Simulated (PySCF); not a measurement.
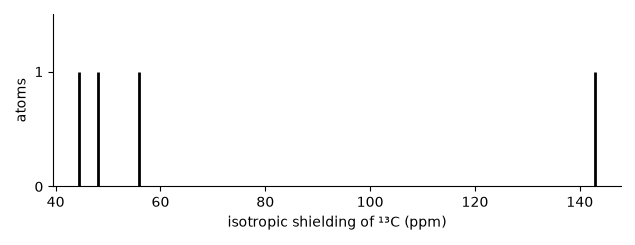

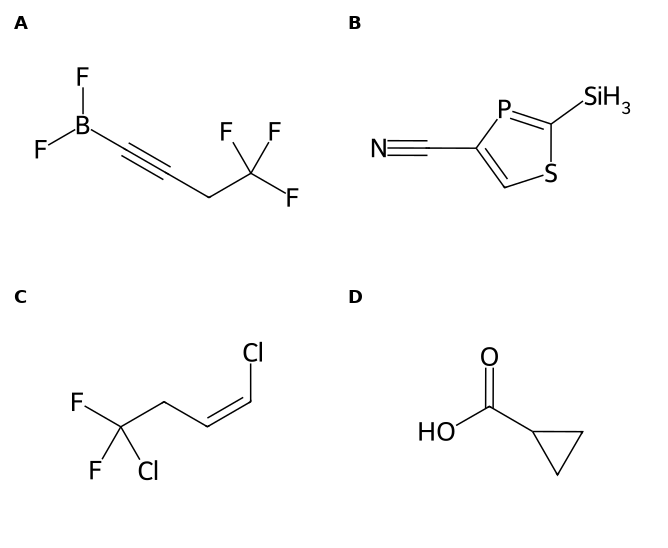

The sticks are computed shieldings of one of the molecules, for one fixed geometry (GFN2-xTB) without averaging over rotations. Low shielding means a high chemical shift. Method: GIAO PBE0/pcSseg-1 NMR shielding, non-relativistic, gas phase (PySCF 2.14.0).

Question: Match the spectrum to a structure.

Answer: C, `FC(F)(Cl)C/C=C\Cl`. Its 4 C atoms give lines at 44.4, 48.0, 56.0, 142.9 ppm.
